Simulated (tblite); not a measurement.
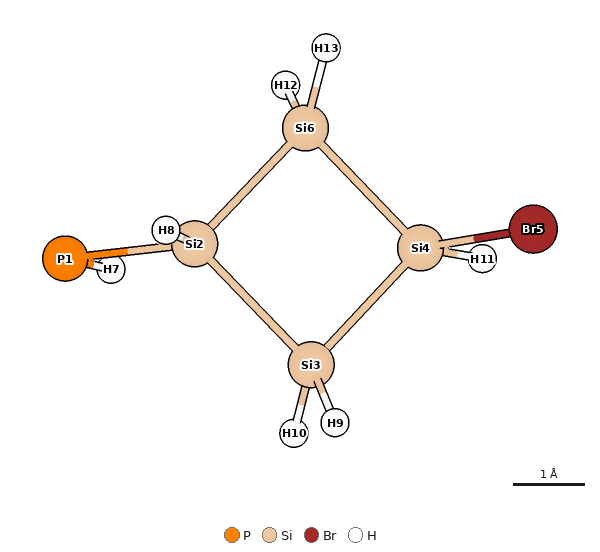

The input geometry (ball-and-stick view, seen at a tilt; atoms are numbered from 1 in the order of the input).

**Si4PH7Br: frequency calculation**

Si4PH7Br, multiplicity 2, computed with GFN2-xTB harmonic vibrations, gas phase (tblite 0.8.0).

It belongs to a series of runs on one base structure; here: H removed from P.

### Input
```
{"job": {"kind": "ir", "xc": "GFN2-xTB", "basis": "xTB"}, "charge": 0, "multiplicity": 2}
P     -3.294237     0.041752    -0.361713
Si    -1.328862    -0.790805     0.062646
Si     0.379309    -0.488880    -1.604459
Si     1.729546     0.569762     0.034643
Br     3.515791    -0.722022     0.559490
Si     0.029067     0.365640     1.676594
H     -2.805964     1.312911    -0.629802
H     -1.553554    -2.203934     0.403807
H      0.922298    -1.677071    -2.268443
H      0.048033     0.416557    -2.711647
H      2.449985     1.821050    -0.217190
H     -0.465697     1.677227     2.113210
H      0.369897    -0.321701     2.925135
```

The first line tells a small driver script what to run in tblite; the rest is the geometry in Å.

Command:
```bash
OMP_NUM_THREADS=1 python <driver script> task.json out
```

### Log
```
mode    cm-1     km/mol
  1      22.3      6.25
  2      57.5     10.98
  3      67.6      0.13
  4      97.4      0.45
  5     121.8     10.38
  6     197.6      7.93
  7     219.5      0.36
  8     277.8      0.10
  9     285.3     20.06
 10     313.5      2.99
 11     322.0      0.96
 12     330.5      1.92
 13     354.4      4.39
 14     383.5      2.97
 15     415.4      2.18
 16     418.4     28.33
 17     446.8      4.39
 18     514.0    175.59
 19     545.8     12.60
 20     546.0    325.41
 21     549.8      2.94
 22     570.4    260.55
 23     677.1    209.27
 24     758.4     14.13
 25     803.6    515.26
 26     820.2     15.73
 27    2147.6    119.13
 28    2193.6     77.81
 29    2194.4    163.04
 30    2204.9    513.46
 31    2221.0    211.62
 32    2225.5    211.01
 33    2280.5    299.36
```

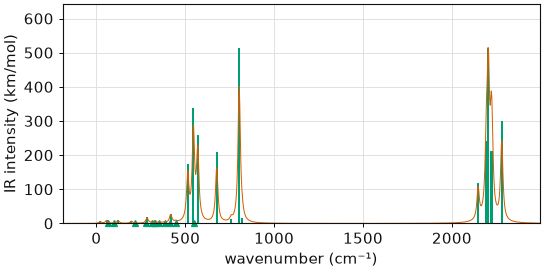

Harmonic infrared spectrum, unscaled: sticks (degenerate modes added up, dark ones marked on the axis) with a Lorentzian envelope of 16 cm⁻¹ full width, scaled to the tallest stick. 33 modes from 22 to 2280 cm⁻¹, none imaginary. The strongest line is at 804 cm⁻¹ (515 km/mol).

### Results in brief

| quantity | value |
| --- | --- |
| outcome | converged |
| total energy | −463.5436 eV |
| zero-point energy | 36.5740 kcal/mol |
| hardware | 1 CPU thread, shared host |
| wall time | 1.3 s |
| peak memory | 0.18 GiB |
